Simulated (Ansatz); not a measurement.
# SiHF3: geometry relaxation

System: SiHF3.
Method: RKS PBE-D4/6-31G (Ansatz 0.2.0).

It belongs to a series of runs on one base structure; here: start relaxed. Figures and captions count atoms from 1; the log counts them from 0 in places.

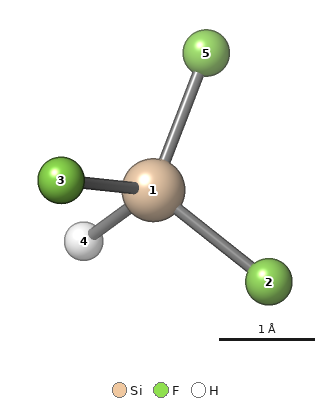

Fig. 1: The input geometry (ball-and-stick view, seen at a tilt; atoms are numbered from 1 in the order of the input). Bond lengths as drawn: F–Si 1.59 Å and H–Si 1.46 Å.

## Input file
```yaml
crystal:
  periodic: [false, false, false]
  atoms:
    - { symbol: Si, position_ang: [0.0, 0.0, 0.0] }
    - { symbol: F, position_ang: [0.0, 0.0, 1.59] }
    - { symbol: F, position_ang: [1.4994, 0.0, -0.5295] }
    - { symbol: H, position_ang: [-0.6877, 1.1914, -0.4862] }
    - { symbol: F, position_ang: [-0.7489, -1.2974, -0.5295] }
basis:
  gaussian: { orbitals: "6-31G" }
hamiltonian:
  xc: pbe
  dispersion: d4
relax:
  f_tol: 0.02
  max_steps: 40
output:
  orbitals: {}
```

Run on 1 thread of Arm Neoverse V1, 24 GiB of memory available, shared host.

Command:
```bash
ansatz run input.yaml --threads 1 --pin off --max-ram 2048MiB --backend cpu --events-out ev --progress --plain --runs-dir out
```

## Log
```
The last accepted step is kept in [file] (removed where the run ends without a failure and the disk answers)
Engine: ansatz 0.2.0, aarch64-unknown-linux-gnu
Functional definition: PBE
  parameter kappa = 0.804
  parameter beta = 0.06672455060314922
  exchange = pbe_x(kappa = kappa, mu = beta*pi^2/3)
  correlation = pbe_c(beta = beta)
462 factors; integrals over basis functions are off by at most 1.1e-4 eV
mean field evaluation 1: about -16028.5532 eV, gradient 5.2e1 eV
mean field evaluation 2: about -16018.0346 eV, gradient 9.8e1 eV
mean field evaluation 4: about -16032.7774 eV, gradient 8.8e-1 eV
mean field evaluation 8: about -16032.7790 eV, gradient 1.9e-2 eV
mean field -16032.77900874 eV, -589.1937611632 hartree, gradient 3.1e-5 eV, S^2 0.000000; 0 other end points of the search recorded, 0 dependent functions left out
the calculation of the forces begins
reference -16032.77904211 eV, -589.1937623896 hartree; 21, 21 occupied and 21, 21 virtual orbitals, 462 factors
relax step   1: F+E_penalty+E_count = -16032.85033582 eV  Δ(F+E_penalty+E_count) = +0.000e0 eV  max|allowed force component| = 3.448e0 eV/Å  Δτ_max = 0.0000 Å  (20 SCF iters, accepted)
these checks for a lower state are left out or cut short: starts, cluster_reference, orbital_swaps, neighbouring_geometries, increment
462 factors; integrals over basis functions are off by at most 1.2e-4 eV
mean field evaluation 16: about -16033.1036 eV, gradient 3.5e-2 eV
mean field -16033.10360953 eV, -589.2056900224 hartree, gradient 4.2e-5 eV, S^2 0.000000; 0 other end points of the search recorded, 0 dependent functions left out
the calculation of the forces begins
reference -16033.10364284 eV, -589.2056912464 hartree; 21, 21 occupied and 21, 21 virtual orbitals, 462 factors
relax step   2: F+E_penalty+E_count = -16033.17450347 eV  Δ(F+E_penalty+E_count) = -3.242e-1 eV  max|allowed force component| = 1.826e0 eV/Å  Δτ_max = 0.0405 Å  (21 SCF iters, accepted)
these checks for a lower state are left out or cut short: starts, cluster_reference, orbital_swaps, neighbouring_geometries, increment
462 factors; integrals over basis functions are off by at most 1.3e-4 eV
mean field -16033.25456799 eV, -589.2112376434 hartree, gradient 4.6e-5 eV, S^2 0.000000; 0 other end points of the search recorded, 0 dependent functions left out
the calculation of the forces begins
reference -16033.25460125 eV, -589.2112388656 hartree; 21, 21 occupied and 21, 21 virtual orbitals, 462 factors
relax step   3: F+E_penalty+E_count = -16033.32486520 eV  Δ(F+E_penalty+E_count) = -1.504e-1 eV  max|allowed force component| = 6.408e-2 eV/Å  Δτ_max = 0.0460 Å  (22 SCF iters, accepted)
these checks for a lower state are left out or cut short: starts, cluster_reference, orbital_swaps, neighbouring_geometries, increment
462 factors; integrals over basis functions are off by at most 1.2e-4 eV
mean field -16033.25516165 eV, -589.2112594601 hartree, gradient 4.4e-5 eV, S^2 0.000000; 0 other end points of the search recorded, 0 dependent functions left out
the calculation of the forces begins
reference -16033.25519491 eV, -589.2112606824 hartree; 21, 21 occupied and 21, 21 virtual orbitals, 462 factors
relax step   4: F+E_penalty+E_count = -16033.32542365 eV  Δ(F+E_penalty+E_count) = -5.585e-4 eV  max|allowed force component| = 3.700e-3 eV/Å  Δτ_max = 0.0065 Å  (22 SCF iters, accepted)
462 factors; integrals over basis functions are off by at most 1.2e-4 eV
mean field evaluation 32: about -16013.3752 eV, gradient 1.1e2 eV
```

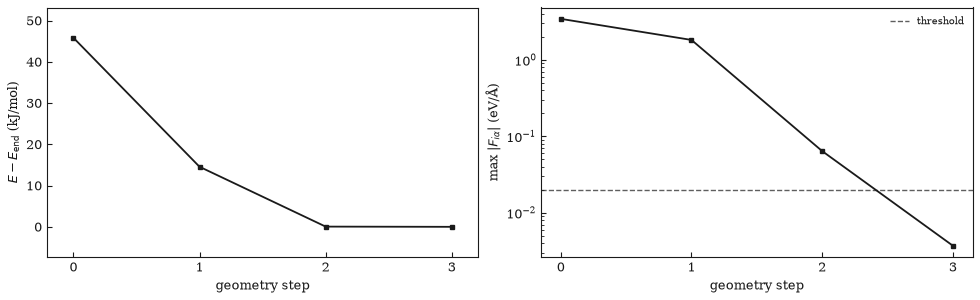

Fig. 2: Progress of the relaxation, step by step (the first geometry is step 0 here and step 1 in the log).

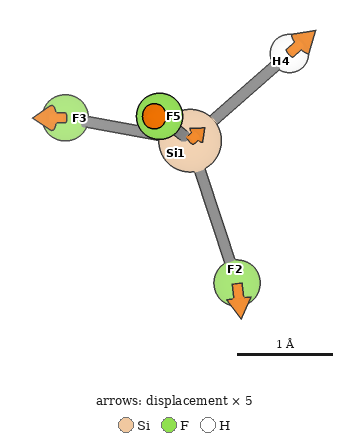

Fig. 3: The starting structure with the displacements as orange arrows, magnified 5 times (ball-and-stick view, seen at a tilt). The two geometries are laid on each other by the best rigid fit. The largest moves after the best rigid fit, 0.080 Å, are those of H4 and F5. Largest moves by element: H 0.080 Å, F 0.080 Å, Si 0.046 Å. Among the contacts that change: Si1–F2 1.590 → 1.683 Å, Si1–H4 1.459 → 1.493 Å. Among the angles that change: F2–Si1–F3 109.5° → 107.3°, F2–Si1–H4 109.5° → 111.5°. After 3 geometry steps the energy has fallen by 45.8 kJ/mol. Largest force component: 3.4 eV/Å at the start, 0.0037 eV/Å at the end. (Atoms are counted from 1 in the order of the input.)

```
mean field -16033.25516165 eV, -589.2112594601 hartree, gradient 4.4e-5 eV, S^2 0.000000; 1 other end points of the search recorded, 0 dependent functions left out
the calculation of the forces begins
reference -16033.25519491 eV, -589.2112606824 hartree; 21, 21 occupied and 21, 21 virtual orbitals, 462 factors
Total energy: -16033.32545691 eV, -589.2138427632 hartree
Atom 0 at    -0.021260     0.037379    -0.014959 Å, force    -0.002104     0.003700    -0.001454 eV/Å
Atom 1 at     0.008601    -0.014684     1.667168 Å, force     0.000882    -0.001600     0.000428 eV/Å
Atom 2 at     1.574749    -0.014683    -0.547120 Å, force     0.000709    -0.001615     0.000679 eV/Å
Atom 3 at    -0.725215     1.256763    -0.512861 Å, force    -0.000536     0.000940    -0.000378 eV/Å
Atom 4 at    -0.774075    -1.370775    -0.547428 Å, force     0.001049    -0.001426     0.000726 eV/Å
Dipole moment:    -0.236153     0.409052    -0.167027 e Å
```

## Trajectory as extended XYZ (Å, eV, eV/Å), 4 frames, from step=1 to step=4
```
5
Properties=species:S:1:pos:R:3:forces:R:3 step=1 energy=-16032.85034
Si    0.0000    0.0000    0.0000   -1.5225   2.7322  -1.0824
F     0.0000    0.0000    1.5900    0.0938  -0.1623   3.4482
F     1.4994    0.0000   -0.5295    3.2755  -0.1625  -1.0581
H    -0.6877    1.1914   -0.4862   -0.3224   0.5592  -0.2289
F    -0.7489   -1.2974   -0.5295   -1.5244  -2.9666  -1.0788
5
Properties=species:S:1:pos:R:3:forces:R:3 step=2 energy=-16033.17450
Si   -0.0073    0.0128   -0.0051   -0.9388   1.6748  -0.6666
F     0.0041   -0.0070    1.6232    0.0666  -0.1160   1.8261
F     1.5319   -0.0069   -0.5367    1.7407  -0.1161  -0.5446
H    -0.7067    1.2245   -0.4997   -0.0851   0.1473  -0.0605
F    -0.7593   -1.3294   -0.5369   -0.7833  -1.5900  -0.5545
5
Properties=species:S:1:pos:R:3:forces:R:3 step=3 energy=-16033.32487
Si   -0.0240    0.0421   -0.0169    0.0387  -0.0641   0.0272
F     0.0112   -0.0192    1.6649   -0.0183   0.0313   0.0076
F     1.5734   -0.0192   -0.5439    0.0008   0.0313  -0.0197
H    -0.7283    1.2621   -0.5151    0.0070  -0.0122   0.0050
F    -0.7695   -1.3719   -0.5442   -0.0282   0.0136  -0.0200
5
Properties=species:S:1:pos:R:3:forces:R:3 step=4 energy=-16033.32542
Si   -0.0213    0.0374   -0.0150   -0.0021   0.0037  -0.0015
F     0.0086   -0.0147    1.6672    0.0009  -0.0016   0.0004
F     1.5747   -0.0147   -0.5471    0.0007  -0.0016   0.0007
H    -0.7252    1.2568   -0.5129   -0.0005   0.0009  -0.0004
F    -0.7741   -1.3708   -0.5474    0.0010  -0.0014   0.0007
```

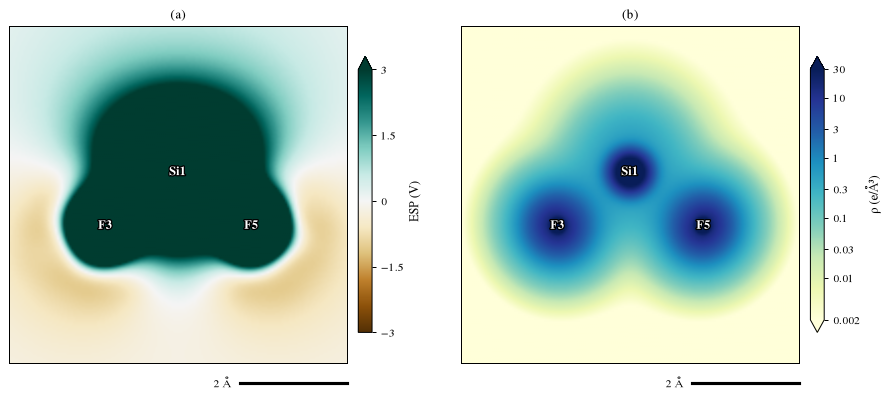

Fig. 4: (a) electrostatic potential; (b) electron density on the plane of atoms F3, Si1 and F5. Si–F (1.68 Å): ρ is about 0.8 e/Å³ halfway.

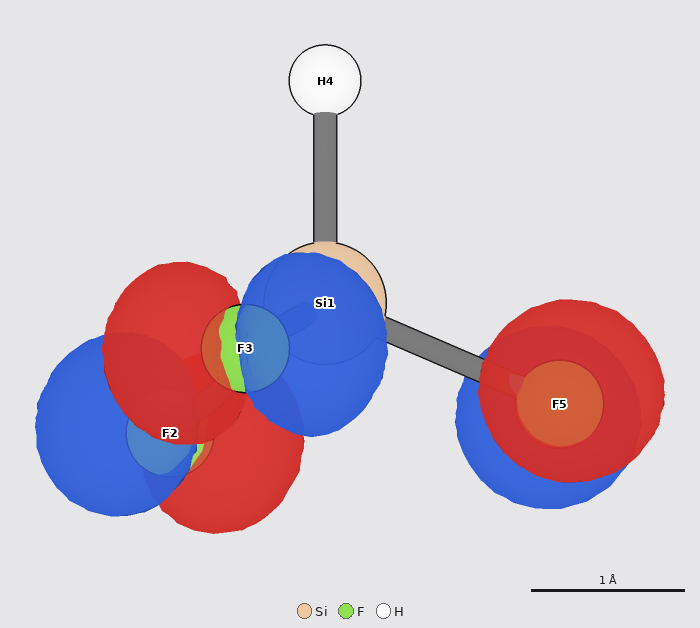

Fig. 5: The HOMO at ±0.2 Å⁻³ᐟ² (red and blue are the two phases), seen from the side. Its energy is −9.57 eV.

## Summary

- outcome: converged
- total energy: −16033.3255 eV
- mean-field energy: −16033.2552 eV
- largest force (length of the vector) at the end: 0.004 eV/Å
- wall time: 6.2 s
- peak memory: 0.098 GiB
